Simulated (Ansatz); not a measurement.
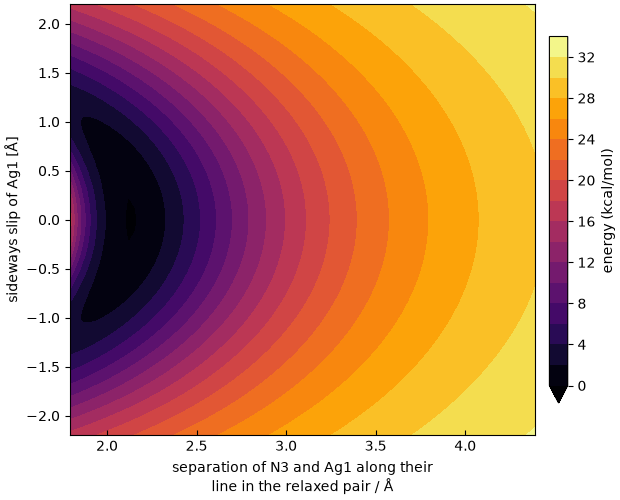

CHAgN, charge +1. The first coordinate is: separation of N3 and Ag1 along their line in the relaxed pair; the second: sideways slip of Ag1. Nothing is relaxed (both partners rigid). Grid: 13 × 13 points; 153 points were computed and 16 follow by symmetry. Points are written as (first, second). Energies are in kcal/mol, from the lowest grid point. Theory: RKS PBE0-D4/def2-TZVPD in Ansatz.

The picture shows filled contours. Between grid points the surface is interpolated.

The lowest grid point is at (2.166 Å, 0.00 Å). No other kind of well shows on this grid. The highest grid point, (4.392 Å, 2.20 Å), lies 32.1 kcal/mol above the lowest.

The level of theory is changed to RKS PBE-D4/def2-TZVPD in Ansatz 0.2.0; with it change the reference geometry, relaxed at the new level; the new grid has 15 × 15 points.

Q: What does this change do to the map?

A: The minimum (interpolated where it lies between grid points) moves from about (2.133 Å, 0.00 Å) to about (2.103 Å, 0.000 Å). The curvature at the minimum changes by less than a tenth (about 7.1) eV/Å² along the first coordinate and by less than a tenth (about 0.14) eV/Å² along sideways slip of Ag1.

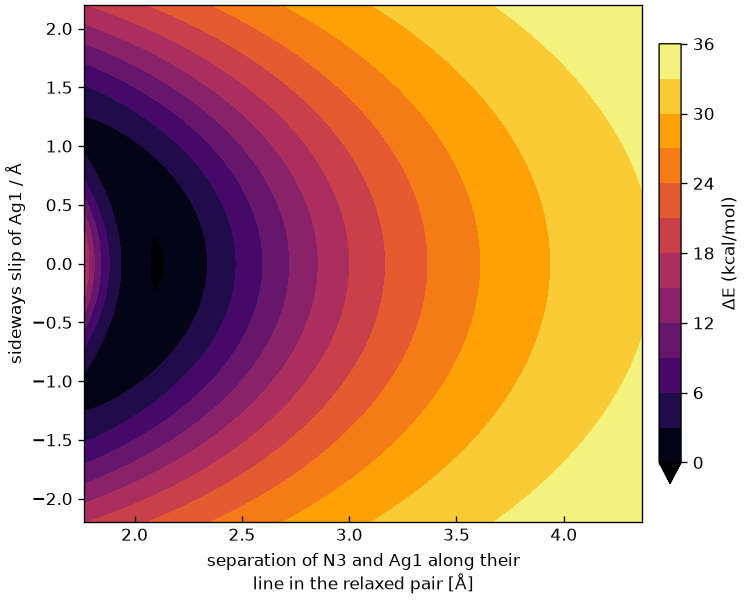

The map after the change, on a colour scale of its own. Drawn: filled contours. Between grid points the surface is interpolated.
